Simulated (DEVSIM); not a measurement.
Structure: Si p+/n-/n+ power diode, at 350 K.

| layer (left to right) | material | thickness (μm) | Nd (cm⁻³) | Na (cm⁻³) | τn (s) | τp (s) |
|---|---|---|---|---|---|---|
| 1 | Si | 3.20 | - | 3.4e18 | 4.7e-6 | 4.7e-6 |
| 2 | Si | 77.0 | 9.1e15 | - | 4.7e-6 | 4.7e-6 |
| 3 | Si | 6.90 | 1.3e18 | - | 4.7e-6 | 4.7e-6 |

Left contact: ohmic. Right contact: ohmic. Voltage is applied to the left contact. Recombination: SRH at mid-gap, radiative, Auger. Mobility is constant in doping.

Constants are typed, rounded textbook-type inputs, not results; the design itself was drawn at random and stands for no fabricated device. Values at 300 K; Nc and Nv go as T^1.5, mobilities as T to minus their exponent, the gap by Varshni's rule with the affinity fixed.

```
parameter               Si
----------------  --------
gap (eV)             1.124
affinity (eV)         4.05
permittivity          11.7
Nc (cm⁻³)          2.86e19
Nv (cm⁻³)           3.1e19
μn (cm²/Vs)           1417
μp (cm²/Vs)            470
T exponent of μn       2.3
T exponent of μp       2.2
B (cm³/s)          4.7e-15
Cn (cm⁶/s)         2.8e-31
Cp (cm⁶/s)         9.9e-32
Varshni α (eV/K)  0.000473
Varshni β (K)          636
```

Model (solved in DEVSIM): 1D drift-diffusion, Boltzmann statistics, complete ionisation; no tunnelling, impact ionisation, image-force lowering or self-heating.

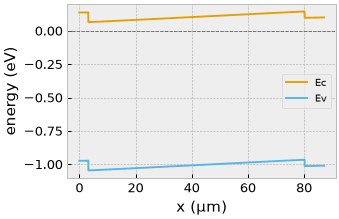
Band edges at 0.9 V on the left contact

Energies count from the Fermi level of the right contact; mesh points crowd at the junctions.

```json
[
 {"x (μm)": "0.000", "Ec (eV)": "0.137", "Ev (eV)": "-0.974", "n (cm⁻³)": "42000", "p (cm⁻³)": "3.4e18", "field (V/cm)": "≈ 0"},
 {"x (μm)": "0.07926", "Ec (eV)": "0.137", "Ev (eV)": "-0.974", "n (cm⁻³)": "7.0e14", "p (cm⁻³)": "3.4e18", "field (V/cm)": "≈ 0"},
 {"x (μm)": "0.3988", "Ec (eV)": "0.137", "Ev (eV)": "-0.974", "n (cm⁻³)": "3.5e15", "p (cm⁻³)": "3.4e18", "field (V/cm)": "≈ 0"},
 {"x (μm)": "1.726", "Ec (eV)": "0.137", "Ev (eV)": "-0.973", "n (cm⁻³)": "1.5e16", "p (cm⁻³)": "3.4e18", "field (V/cm)": "≈ 0"},
 {"x (μm)": "2.998", "Ec (eV)": "0.138", "Ev (eV)": "-0.973", "n (cm⁻³)": "2.6e16", "p (cm⁻³)": "3.4e18", "field (V/cm)": "≈ 0"},
 {"x (μm)": "3.171", "Ec (eV)": "0.138", "Ev (eV)": "-0.973", "n (cm⁻³)": "2.8e16", "p (cm⁻³)": "3.4e18", "field (V/cm)": "≈ 0"},
 {"x (μm)": "3.220", "Ec (eV)": "0.066", "Ev (eV)": "-1.045", "n (cm⁻³)": "3.0e17", "p (cm⁻³)": "3.2e17", "field (V/cm)": "-2100"},
 {"x (μm)": "3.490", "Ec (eV)": "0.065", "Ev (eV)": "-1.046", "n (cm⁻³)": "3.1e17", "p (cm⁻³)": "3.1e17", "field (V/cm)": "≈ 0"},
 {"x (μm)": "4.485", "Ec (eV)": "0.066", "Ev (eV)": "-1.045", "n (cm⁻³)": "3.1e17", "p (cm⁻³)": "3.0e17", "field (V/cm)": "≈ 0"},
 {"x (μm)": "8.860", "Ec (eV)": "0.070", "Ev (eV)": "-1.040", "n (cm⁻³)": "3.1e17", "p (cm⁻³)": "3.0e17", "field (V/cm)": "10"},
 {"x (μm)": "26.88", "Ec (eV)": "0.089", "Ev (eV)": "-1.022", "n (cm⁻³)": "2.9e17", "p (cm⁻³)": "2.8e17", "field (V/cm)": "10"},
 {"x (μm)": "71.35", "Ec (eV)": "0.136", "Ev (eV)": "-0.975", "n (cm⁻³)": "2.8e17", "p (cm⁻³)": "2.7e17", "field (V/cm)": "10"},
 {"x (μm)": "78.10", "Ec (eV)": "0.143", "Ev (eV)": "-0.968", "n (cm⁻³)": "2.8e17", "p (cm⁻³)": "2.7e17", "field (V/cm)": "10"},
 {"x (μm)": "79.73", "Ec (eV)": "0.145", "Ev (eV)": "-0.966", "n (cm⁻³)": "2.8e17", "p (cm⁻³)": "2.7e17", "field (V/cm)": "10"},
 {"x (μm)": "80.15", "Ec (eV)": "0.145", "Ev (eV)": "-0.966", "n (cm⁻³)": "2.8e17", "p (cm⁻³)": "2.7e17", "field (V/cm)": "≈ 0"},
 {"x (μm)": "80.21", "Ec (eV)": "0.098", "Ev (eV)": "-1.012", "n (cm⁻³)": "1.3e18", "p (cm⁻³)": "5.8e16", "field (V/cm)": "-3000"},
 {"x (μm)": "80.32", "Ec (eV)": "0.097", "Ev (eV)": "-1.013", "n (cm⁻³)": "1.4e18", "p (cm⁻³)": "5.5e16", "field (V/cm)": "≈ 0"},
 {"x (μm)": "80.80", "Ec (eV)": "0.098", "Ev (eV)": "-1.013", "n (cm⁻³)": "1.4e18", "p (cm⁻³)": "5.1e16", "field (V/cm)": "≈ 0"},
 {"x (μm)": "84.17", "Ec (eV)": "0.099", "Ev (eV)": "-1.012", "n (cm⁻³)": "1.3e18", "p (cm⁻³)": "2.4e16", "field (V/cm)": "≈ 0"},
 {"x (μm)": "86.44", "Ec (eV)": "0.100", "Ev (eV)": "-1.011", "n (cm⁻³)": "1.3e18", "p (cm⁻³)": "5.5e15", "field (V/cm)": "≈ 0"},
 {"x (μm)": "86.97", "Ec (eV)": "0.100", "Ev (eV)": "-1.011", "n (cm⁻³)": "1.3e18", "p (cm⁻³)": "1.1e15", "field (V/cm)": "≈ 0"},
 {"x (μm)": "87.10", "Ec (eV)": "0.100", "Ev (eV)": "-1.010", "n (cm⁻³)": "1.3e18", "p (cm⁻³)": "110000", "field (V/cm)": "≈ 0"}
]
```
